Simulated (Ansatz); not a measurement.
# Decaying states in the gap of H3SeI

Wanted: the relaxed cell of H3SeI, its band edges and its decay constants. It is built by putting Se for O, I for Cl in the H3ClO structure of space group R3m, with the volume rescaled by atomic radii. The parent structure comes from the Materials Project.

Main program and level: Ansatz 0.2.0; PBE DFT, plane waves, PAW files, in the first sound run; inputs show where later runs differ.

The structure was built from a prototype and need not be the compound's stable phase.

### 1. The structure

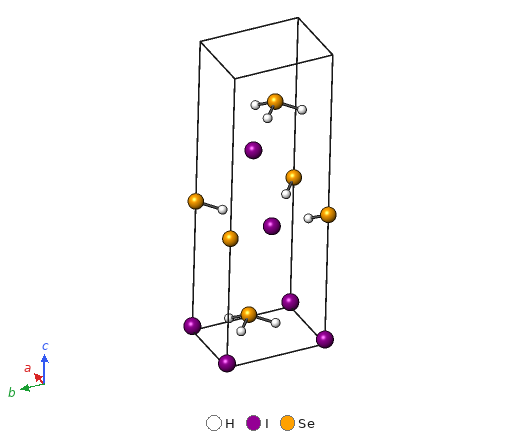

The cell as given, from a free direction (hydrogen white, iodine purple, selenium orange). This picture shows the conventional cell, with its axes. Bonds to atoms that aren't drawn are left out. Some periodic images of atoms are drawn too.

### 2. Relaxing the new crystal

The substituted atoms don't fit the parent's cell, so cell and atoms relax together. A small smearing keeps the run stable in case the gap closes on the way.

input.yaml reads:

```yaml
crystal:
  lattice:
    - [2.9321427526, 1.6928734075, 4.2716439668]
    - [-2.9321427526, 1.6928734075, 4.2716439668]
    - [0.0, -3.3857468151, 4.2716439668]
  atoms:
    - { symbol: H, position: [0.64836696, 0.29676641, 0.29676641] }
    - { symbol: H, position: [0.29676641, 0.64836696, 0.29676641] }
    - { symbol: H, position: [0.29676641, 0.29676641, 0.64836696] }
    - { symbol: I, position: [0.01531504, 0.01531504, 0.01531504] }
    - { symbol: Se, position: [0.44678618, 0.44678618, 0.44678618] }
kpoints:
  mp_grid: { grid: [6, 6, 6] }
scf:
  occupations: { method: gaussian, width: 0.03 }
hamiltonian:
  xc: pbe
output:
  forces: true
  stress: true
relax:
  f_tol: 0.02
  max_steps: 60
  cell: {}
```

On the command line:

```console
ansatz run input.yaml --threads 2 --pin off --max-ram 4096MiB --backend cpu --events-out ev --progress --plain --runs-dir out
```

Numbers of over 12 decimals in the logs are rounded to 6 here.

Log:

```text
Engine: ansatz 0.2.0, aarch64-unknown-linux-gnu
Pseudopotentials: kind: paw
Pseudopotential: H, paw, valence charge 1, recommended cutoff 420 eV (normal), H.paw.azcp
Pseudopotential: I, paw, valence charge 17, recommended cutoff 420 eV (normal), I.paw.azcp
Pseudopotential: Se, paw, valence charge 16, recommended cutoff 420 eV (normal), Se.paw.azcp
Functional definition: PBE
  parameter kappa = 0.804
  parameter beta = 0.066725
  exchange = pbe_x(kappa = kappa, mu = beta*pi^2/3)
  correlation = pbe_c(beta = beta)
Crystal: 5 atoms, lattice volume = 127.220 Å³
Basis set: ecut = 420 eV, 2505 PW (Γ), exchange–correlation on 80×80×80 points (8 copies of the dense FFT grid, shifted against one another)
Bands: 23, of which v1, the nominal top of the filled ones, is band 18 counted from 1 (17 counted from 0)
Symmetry: 6 space group operations
Space group: R3m (ITA 160), of the structure as read, at distance tolerance 5.0e-5 Å
k-points: 32 of 216 (time reversal used)
Non-local potential: H, projectors of the file, l = 0: 2, l = 1: 1
Non-local potential: I, projectors of the file, l = 0: 2, l = 1: 2, l = 2: 2, l = 3: 2
Non-local potential: Se, projectors of the file, l = 0: 2, l = 1: 2, l = 2: 3, l = 3: 1
PAW form: soft (Blöchl's): semilocal exchange-correlation on the pseudo side does not see the compensation charge
PAW one-centre angular grid: H, 110 points (default); XC on 64 Gauss nodes
PAW one-centre angular grid: I, 590 points (default); XC on 64 Gauss nodes
PAW one-centre angular grid: Se, 590 points (default); XC on 64 Gauss nodes
Initial density: superposition of atomic densities (neutral atoms: chi_scale 0, normalization atom), corrected by the library's trained network
Initial wavefunctions: pseudopotential atomic-orbital guess
Functional: x = pbe(κ = 0.804, μ = 0.219515), c = pbe(β = 0.066725)
SCF iter   1: F=—  HF=-13026.470778 eV  |F-HF|=—  |Δ(HF+E_count)|=         —  Δρ=3.41e-3  dr2=2.91e-2  ethr=1.77e-3  ⟨swp⟩=7.6  Hψ=4114  notcnv=0
preconditioner: auto → Resta (q_TF=auto, 2.211 Å⁻¹)  ε∞=2.2  [insulator: Δε(μ)=4.459 eV  Ē_g=11.837 eV  σ=0.030 eV  W_gap=1.00  n_scr=20 (ndim 8)  ℏωp=13.2 eV  f_vac=0.351  D(μ)=0.00/eV (n_scr^D=0)  ε∞_Penn≈2.2]
SCF iter   2: F=—  HF=-13026.464072 eV  |F-HF|=—  |Δ(HF+E_count)|=   6.71e-3  Δρ=1.57e-3  dr2=4.59e-3  ethr=8.08e-5  ⟨swp⟩=3.0  Hψ=1480  notcnv=0  defer=32
SCF iter   3: F=—  HF=-13026.464418 eV  |F-HF|=—  |Δ(HF+E_count)|=   3.46e-4  Δρ=4.88e-4  dr2=4.93e-4  ethr=1.27e-5  ⟨swp⟩=2.0  Hψ=1042  notcnv=0  defer=32
SCF iter   4: F=—  HF=-13026.464795 eV  |F-HF|=—  |Δ(HF+E_count)|=   3.77e-4  Δρ=1.72e-4  dr2=5.35e-5  ethr=1.37e-6  ⟨swp⟩=2.9  Hψ=1401  notcnv=0  defer=32
SCF iter   5: F=—  HF=-13026.464872 eV  |F-HF|=—  |Δ(HF+E_count)|=   7.68e-5  Δρ=4.32e-5  dr2=2.77e-6  ethr=1.49e-7  ⟨swp⟩=2.1  Hψ=1272  notcnv=0  defer=32
SCF iter   6: F=—  HF=-13026.464878 eV  |F-HF|=—  |Δ(HF+E_count)|=   5.61e-6  Δρ=1.40e-5  dr2=2.91e-7  ethr=7.69e-9  ⟨swp⟩=2.0  Hψ=1242  notcnv=0  defer=32
SCF iter   7: F=-13026.464878 eV  HF=-13026.464878 eV  |F-HF|=4.47e-8  |Δ(HF+E_count)|=   6.40e-7  Δρ=3.51e-6  dr2=1.79e-8  ethr=2.78e-10  ⟨swp⟩=5.0  Hψ=2797  notcnv=0
SCF 1 converged in 7 iterations: F = -13026.464878 eV  dr2 = 1.79e-8
  greatest PAW one-centre occupation: 1.000 electrons in one spin orbital (limit 2), on the Se atom at site 4 (counted from 0), in its partial waves of l = 2
relax step   1: F+E_penalty+E_count = -13026.46487842 eV  Δ(F+E_penalty+E_count) = +0.000e0 eV  max|allowed force component| = 1.030e1 eV/Å  Δτ_max = 0.0000 Å  P = +14.840 GPa  Ω = 127.220 Å³  (7 SCF iters, dr2 threshold 1.00e-7 eV, accepted)
Crystal: 5 atoms, lattice volume = 135.305 Å³
Basis set: ecut = 420 eV, 2643 PW (Γ), exchange–correlation on 80×80×80 points (8 copies of the dense FFT grid, shifted against one another)
Initial density: handed on by an earlier stage of this run
Initial wavefunctions: those handed on with the density
iter 1 solved again at ethr=4.95e-4 eV; its pass at ethr=3.10e-3 eV (dr2=1.78e-1 eV) is discarded
SCF iter   1: F=—  HF=-13029.115989 eV  |F-HF|=—  |Δ(HF+E_count)|=         —  Δρ=1.51e-2  dr2=1.75e-1  ethr=4.95e-4  ⟨swp⟩=1.0  Hψ=4764  notcnv=0
preconditioner: auto → Resta (q_TF=auto, 2.188 Å⁻¹)  ε∞=2.4  [insulator: Δε(μ)=4.017 eV  Ē_g=10.981 eV  σ=0.030 eV  W_gap=1.00  n_scr=20 (ndim 8)  ℏωp=12.8 eV  f_vac=0.355  D(μ)=0.00/eV (n_scr^D=0)  ε∞_Penn≈2.4]
SCF iter   2: F=—  HF=-13029.091257 eV  |F-HF|=—  |Δ(HF+E_count)|=   2.47e-2  Δρ=7.38e-3  dr2=4.06e-2  ethr=4.85e-4  ⟨swp⟩=3.2  Hψ=1481  notcnv=0
SCF iter   3: F=—  HF=-13029.091724 eV  |F-HF|=—  |Δ(HF+E_count)|=   4.67e-4  Δρ=9.86e-4  dr2=1.61e-3  ethr=1.13e-4  ⟨swp⟩=3.0  Hψ=1232  notcnv=0  defer=1
SCF iter   4: F=—  HF=-13029.091797 eV  |F-HF|=—  |Δ(HF+E_count)|=   7.33e-5  Δρ=3.26e-4  dr2=2.17e-4  ethr=4.48e-6  ⟨swp⟩=2.0  Hψ=1682  notcnv=0  defer=32
SCF iter   5: F=—  HF=-13029.091912 eV  |F-HF|=—  |Δ(HF+E_count)|=   1.15e-4  Δρ=1.07e-4  dr2=2.08e-5  ethr=6.02e-7  ⟨swp⟩=2.0  Hψ=1280  notcnv=0  defer=32
SCF iter   6: F=—  HF=-13029.091929 eV  |F-HF|=—  |Δ(HF+E_count)|=   1.75e-5  Δρ=3.15e-5  dr2=1.38e-6  ethr=5.78e-8  ⟨swp⟩=2.0  Hψ=1120  notcnv=0  defer=32
SCF iter   7: F=-13029.091931 eV  HF=-13029.091931 eV  |F-HF|=1.77e-7  |Δ(HF+E_count)|=   1.80e-6  Δρ=6.30e-6  dr2=7.49e-8  ethr=1.39e-9  ⟨swp⟩=5.0  Hψ=2775  notcnv=0
SCF 2 converged in 7 iterations: F = -13029.091931 eV  dr2 = 7.49e-8
relax step   2: F+E_penalty+E_count = -13029.09193113 eV  Δ(F+E_penalty+E_count) = -2.627e0 eV  max|allowed force component| = 4.681e0 eV/Å  Δτ_max = 0.1927 Å  P = +4.388 GPa  Ω = 135.305 Å³  energy of the carried Pulay correction = -3.427e-3 eV  (7 SCF iters, dr2 threshold 5.00e-7 eV, accepted)
Crystal: 5 atoms, lattice volume = 136.958 Å³
Basis set: ecut = 420 eV, 2709 PW (Γ), exchange–correlation on 80×80×80 points (8 copies of the dense FFT grid, shifted against one another)
iter 1 solved again at ethr=1.99e-4 eV; its pass at ethr=3.10e-3 eV (dr2=7.16e-2 eV) is discarded
SCF iter   1: F=—  HF=-13029.678113 eV  |F-HF|=—  |Δ(HF+E_count)|=         —  Δρ=9.92e-3  dr2=7.20e-2  ethr=1.99e-4  ⟨swp⟩=1.1  Hψ=4550  notcnv=0
preconditioner: auto → Resta (q_TF=auto, 2.184 Å⁻¹)  ε∞=2.5  [insulator: Δε(μ)=3.782 eV  Ē_g=10.480 eV  σ=0.030 eV  W_gap=1.00  n_scr=20 (ndim 8)  ℏωp=12.7 eV  f_vac=0.333  D(μ)=0.00/eV (n_scr^D=0)  ε∞_Penn≈2.5]
SCF iter   2: F=—  HF=-13029.676111 eV  |F-HF|=—  |Δ(HF+E_count)|=   2.00e-3  Δρ=5.27e-3  dr2=2.14e-2  ethr=1.99e-4  ⟨swp⟩=2.0  Hψ=914  notcnv=0
[...]
SCF 3 converged in 7 iterations: F = -13029.678312 eV  dr2 = 5.85e-8
relax step   3: F+E_penalty+E_count = -13029.67831151 eV  Δ(F+E_penalty+E_count) = -5.864e-1 eV  max|allowed force component| = 3.960e-1 eV/Å  Δτ_max = 0.1949 Å  P = +0.040 GPa  Ω = 136.958 Å³  energy of the carried Pulay correction = -4.101e-3 eV  (7 SCF iters, dr2 threshold 5.00e-7 eV, accepted)
[... from here on, the SCF cycles and remarks between the steps are left out ...]
relax step   4: F+E_penalty+E_count = -13029.72032081 eV  Δ(F+E_penalty+E_count) = -4.201e-2 eV  max|allowed force component| = 2.376e-1 eV/Å  Δτ_max = 0.0757 Å  P = -0.169 GPa  Ω = 133.215 Å³  energy of the carried Pulay correction = -2.561e-3 eV  (6 SCF iters, dr2 threshold 5.00e-7 eV, accepted)
relax step   5: F+E_penalty+E_count = -13029.74504275 eV  Δ(F+E_penalty+E_count) = -2.472e-2 eV  max|allowed force component| = 4.532e-2 eV/Å  Δτ_max = 0.0654 Å  P = -0.286 GPa  Ω = 126.886 Å³  energy of the carried Pulay correction = +1.465e-4 eV  (6 SCF iters, dr2 threshold 5.00e-7 eV, accepted)
relax step   6: F+E_penalty+E_count = -13029.74983416 eV  Δ(F+E_penalty+E_count) = -4.791e-3 eV  max|allowed force component| = 7.208e-2 eV/Å  Δτ_max = 0.0296 Å  P = -0.212 GPa  Ω = 123.957 Å³  energy of the carried Pulay correction = +1.445e-3 eV  (5 SCF iters, dr2 threshold 3.59e-7 eV, accepted)
relax step   7: F+E_penalty+E_count = -13029.75276937 eV  Δ(F+E_penalty+E_count) = -2.935e-3 eV  max|allowed force component| = 6.722e-2 eV/Å  Δτ_max = 0.0358 Å  P = -0.106 GPa  Ω = 121.478 Å³  energy of the carried Pulay correction = +2.569e-3 eV  (5 SCF iters, dr2 threshold 3.25e-7 eV, accepted)
relax step   8: F+E_penalty+E_count = -13029.75352356 eV  Δ(F+E_penalty+E_count) = -7.542e-4 eV  max|allowed force component| = 2.462e-2 eV/Å  Δτ_max = 0.0093 Å  P = -0.011 GPa  Ω = 120.932 Å³  energy of the carried Pulay correction = +2.819e-3 eV  (4 SCF iters, dr2 threshold 2.82e-7 eV, accepted)
relax step   9: F+E_penalty+E_count = -13029.75335579 eV  Δ(F+E_penalty+E_count) = +1.678e-4 eV  max|allowed force component| = 1.008e-2 eV/Å  Δτ_max = 0.0037 Å  P = -0.032 GPa  Ω = 121.384 Å³  energy of the carried Pulay correction = +2.612e-3 eV  (5 SCF iters, dr2 threshold 3.79e-8 eV, accepted)
relax step  10: F+E_penalty+E_count = -13029.75159850 eV  Δ(F+E_penalty+E_count) = +1.757e-3 eV  max|allowed force component| = 9.279e-3 eV/Å  Δτ_max = 0.0000 Å  P = -0.059 GPa  Ω = 121.384 Å³  stress off target by 5.94e-2 GPa  SCF on the basis re-selected at this cell (its energy is not comparable with the rows above)  (6 SCF iters)
relax step  11: F+E_penalty+E_count = -13029.75189973 eV  Δ(F+E_penalty+E_count) = -3.012e-4 eV  max|allowed force component| = 3.091e-2 eV/Å  Δτ_max = 0.0017 Å  P = +0.035 GPa  Ω = 120.728 Å³  energy of the carried Pulay correction = +2.210e-4 eV  (6 SCF iters, dr2 threshold 8.81e-9 eV, accepted)
relax step  12: F+E_penalty+E_count = -13029.75205538 eV  Δ(F+E_penalty+E_count) = -1.557e-4 eV  max|allowed force component| = 6.818e-3 eV/Å  Δτ_max = 0.0075 Å  P = -0.006 GPa  Ω = 120.367 Å³  energy of the carried Pulay correction = +3.404e-4 eV  (4 SCF iters, dr2 threshold 5.97e-8 eV, accepted)
Basis set: ecut = 420 eV, 2349 PW (Γ), exchange–correlation on 72×72×72 points (8 copies of the dense FFT grid, shifted against one another)
iter 1 solved again at ethr=3.21e-7 eV; its pass at ethr=3.10e-3 eV (dr2=1.16e-4 eV) is discarded
SCF iter   1: F=—  HF=-13029.751722 eV  |F-HF|=—  |Δ(HF+E_count)|=         —  Δρ=1.44e-5  dr2=5.79e-8  ethr=3.21e-7  ⟨swp⟩=3.7  Hψ=5885  notcnv=0
eigensolver tolerance schedule: the retry pair's looser diagonalisation over-reported the residual by 1995.21 of it (diagonalisation noise at 0.26 of the residual, at the tolerance the schedule requests for it); recorded, not acted on — ethr = c·dr2/N_el stays at c = 1.0e-1
preconditioner: auto → Resta (q_TF=auto, 2.231 Å⁻¹)  ε∞=2.6  [insulator: Δε(μ)=3.770 eV  Ē_g=10.606 eV  σ=0.030 eV  W_gap=1.00  n_scr=20 (ndim 8)  ℏωp=13.5 eV  f_vac=0.275  D(μ)=0.00/eV (n_scr^D=0)  ε∞_Penn≈2.6]
SCF iter   2: F=—  HF=-13029.751720 eV  |F-HF|=—  |Δ(HF+E_count)|=   2.04e-6  Δρ=7.51e-6  dr2=1.90e-8  ethr=1.61e-10  ⟨swp⟩=2.4  Hψ=1328  notcnv=0
SCF iter   3: F=—  HF=-13029.751720 eV  |F-HF|=—  |Δ(HF+E_count)|=   5.72e-8  Δρ=1.63e-6  dr2=2.68e-9  ethr=5.29e-11  ⟨swp⟩=2.0  Hψ=992  notcnv=0
SCF iter   4: F=—  HF=-13029.751720 eV  |F-HF|=—  |Δ(HF+E_count)|=   5.09e-9  Δρ=4.30e-7  dr2=3.12e-10  ethr=7.45e-12  ⟨swp⟩=2.0  Hψ=1010  notcnv=0
SCF iter   5: F=-13029.751720 eV  HF=-13029.751720 eV  |F-HF|=2.73e-11  |Δ(HF+E_count)|=  4.91e-10  Δρ=1.47e-7  dr2=2.89e-11  ethr=1.00e-12  ⟨swp⟩=3.8  Hψ=2881  notcnv=0
SCF 13 converged in 5 iterations: F = -13029.751720 eV  dr2 = 2.89e-11
relax step  13: F+E_penalty+E_count = -13029.75171970 eV  Δ(F+E_penalty+E_count) = +3.357e-4 eV  max|allowed force component| = 6.550e-3 eV/Å  Δτ_max = 0.0000 Å  P = -0.006 GPa  Ω = 120.367 Å³  stress off target by 1.62e-2 GPa  SCF on the basis re-selected at this cell (its energy is not comparable with the rows above)  (5 SCF iters)
basis re-selected at this cell: Δ(F+E_penalty+E_count) = +3.357e-4 eV, ΔP = +0.000 GPa vs the last step (what re-selecting the basis moved, of the pressure what is left beyond the Pulay correction that the steps carried, after the strain that the cell walked since its last selection, with what the two solves' SCF thresholds leave and, on support functions, any second-order correction that the steps lacked; it is no measure of the basis error at this ecutwfc). The dense FFT grid was sized anew with the basis: this SCF ran on 36×36×36 points, the steps before it on 40×40×40, so part of this shift can come from that change (see relax.cell in the input reference). [rest of the remark cut]
SCF converged after 5 iterations
Free energy (F): -13029.751720 eV
Harris-Foulkes:  -13029.751720 eV  (|F-HF|=2.73e-11)
Internal energy: -13029.751720 eV  (E = F + TS)
E sigma→0 (E₀):  -13029.751720 eV
Fermi energy:    3.022030 eV
--- Per-component energies (eV) ---
  E_band       = -948.150221
  E_kinetic    = 342.830114
  E_local      = -5568.747998  (includes V_loc(G=0)·N_el)
  E_nonlocal   = -681.215651
  E_hartree    = 2708.781723
  E_xc         = -256.843613
  E_vxc        = -258.334996  (∫ρ·V_xc dr)
  E_paw        = -6729.470026  (= ΣΔE_a)
  E_vpaw       = -200.241222  (= ΣTr[D̂ρ^β])
  E_aug_tail   = -0.003823  (compensation charges beyond the density's cutoff)
  E_ewald      = -2845.082446
  E_smearing   = -0.000000  (= −TS)
  E_closure    = 0.000000  (closes the sum)
  Σ components = -13029.751720   (vs F -13029.751720, Δ=0.00e0)
--- Forces (eV/Å), atoms counted from 1 ---
  atom   1  H     -0.00393453    -0.00227160     0.00132191
  atom   2  H      0.00393453    -0.00227160     0.00132191
  atom   3  H     -0.00000000     0.00454320     0.00132191
  atom   4  I     -0.00000000    -0.00000000     0.00258587
  atom   5  Se     0.00000000     0.00000000    -0.00654985
  max |Σ_I F_I| component: 1.77e-6 eV/Å
--- Stress (GPa, compression-positive) ---
       -0.000427      -0.000000      -0.000000
       -0.000000      -0.000427       0.000000
       -0.000000       0.000000      -0.016229
  P = ⅓ Tr σ = -0.0057 GPa (-0.057 kbar)
--- Relaxed structure (11 steps of the walk, 11 accepted, 2 SCFs on fresh bases) ---
  F+E_penalty+E_count = -13029.75171970 eV   max|allowed force component| = 6.550e-3 eV/Å   (the final SCF, on the basis selected at the relaxed cell)
  cell:  # Å, volume = 120.3668 Å³
    - [2.865815, 1.654579, 4.230772]
    - [-2.865815, 1.654579, 4.230772]
    - [0, -3.309158, 4.230772]
  atoms:
    - { symbol: H, position: [0.672948, 0.284720, 0.284720] }
    - { symbol: H, position: [0.284720, 0.672948, 0.284720] }
    - { symbol: H, position: [0.284720, 0.284720, 0.672948] }
    - { symbol: I, position: [-0.020846, -0.020846, -0.020846] }
    - { symbol: Se, position: [0.482460, 0.482460, 0.482460] }
```

Run time: 38 s. Hardware: 2 threads of Arm Neoverse V2, shared host; peak memory 0.41 GiB.

Step by step:

```csv
step,energy less that of the first step (eV),largest force component (eV/Å),pressure (GPa),volume (Å³)
1,0.0000,10.3046,14.84,127.22
2,-2.6271,4.6814,4.39,135.31
3,-3.2134,0.3960,0.04,136.96
4,-3.2554,0.2376,-0.17,133.21
5,-3.2802,0.0453,-0.29,126.89
6,-3.2850,0.0721,-0.21,123.96
7,-3.2879,0.0672,-0.11,121.48
8,-3.2886,0.0246,-0.01,120.93
9,-3.2885,0.0101,-0.03,121.38
10*,-3.2867,0.0093,-0.06,121.38
11,-3.2870,0.0309,0.04,120.73
12,-3.2872,0.0068,-0.01,120.37
13*,-3.2868,0.0066,-0.01,120.37
```

Relaxation steps marked * repeat the geometry before them on a plane-wave basis chosen anew for their cell, so energy and pressure can jump there.

Forces are held to the 6 operations that the run works with; a distortion that breaks them can't arise in this run.

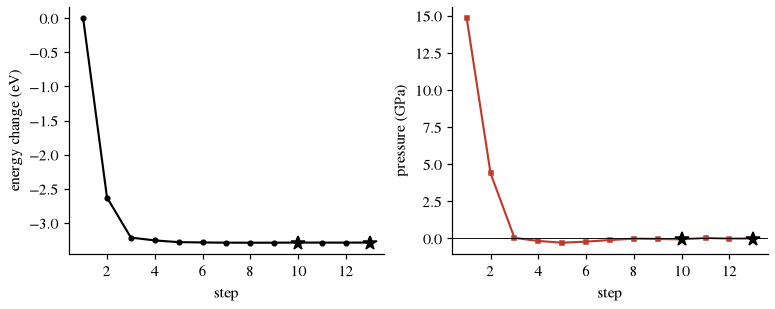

Energy and pressure along the relaxation. Stars mark steps on a basis chosen anew.

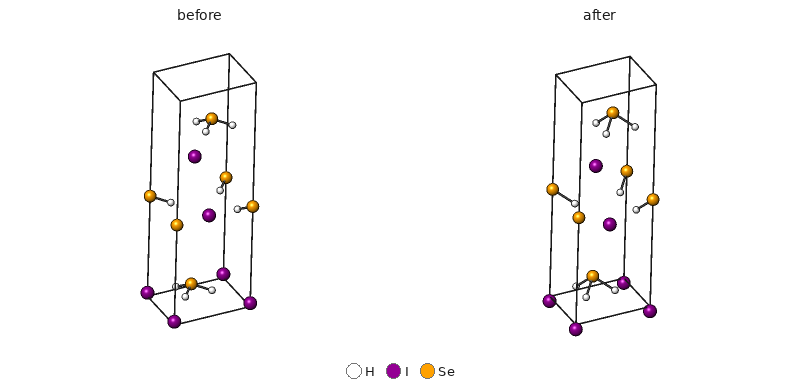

The structure before and after the relaxation, drawn at the same scale. Bonds to atoms that aren't drawn are left out.

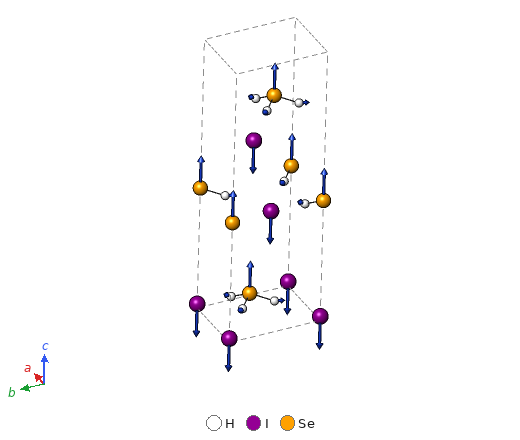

Displacements in the relaxation, exaggerated, measured against the changing cell; the longest in the cell stands for 0.46 Å. Bonds to atoms that aren't drawn are left out. Some periodic images of atoms are drawn too.

| conventional cell, symmetrised | before | after | change |
| --- | --- | --- | --- |
| a (Å) | 5.864 | 5.732 | -2.3 % |
| b (Å) | 5.864 | 5.732 | -2.3 % |
| c (Å) | 12.815 | 12.692 | -1.0 % |
| volume (Å³/atom) | 25.44 | 24.07 | -5.4 % |

The atoms that moved most (Å, as changes of fractional coordinates times the final cell):

| atom | dx | dy | dz | length |
| --- | --- | --- | --- | --- |
| I4 | 0.000 | 0.000 | -0.459 | 0.459 |
| Se5 | 0.000 | 0.000 | 0.453 | 0.453 |
| H3 | 0.000 | -0.121 | 0.002 | 0.121 |
| H1 | 0.105 | 0.061 | 0.002 | 0.121 |
| H2 | -0.105 | 0.061 | 0.002 | 0.121 |

The relaxed structure:

```xyz
5
Lattice="2.8658 1.6546 4.2308 -2.8658 1.6546 4.2308 0.0000 -3.3092 4.2308" Properties=species:S:1:pos:R:3 pbc="T T T"
H     1.1126    0.6424    5.2563
H    -1.1126    0.6424    5.2563
H     0.0000   -1.2847    5.2563
I     0.0000    0.0000   -0.2646
Se    0.0000    0.0000    6.1235
```

This step gave:

- free energy: -13029.7517 eV
- Fermi energy: 3.022 eV
- pressure: -0.005694 GPa

The largest force component on a free atom ends at 0.0066 eV/Å.

(Part 1 of 3 ends here.)

[Logs are printed without paths, hosts, clocks, repeated set-up lines and the standing remarks that a program may print on its own settings, such as how far it seeks lower states.]

[Hosts, paths, dates, database ids (printed as entryN), source tags and the programs' standing remarks are cut or masked in the printed files.]
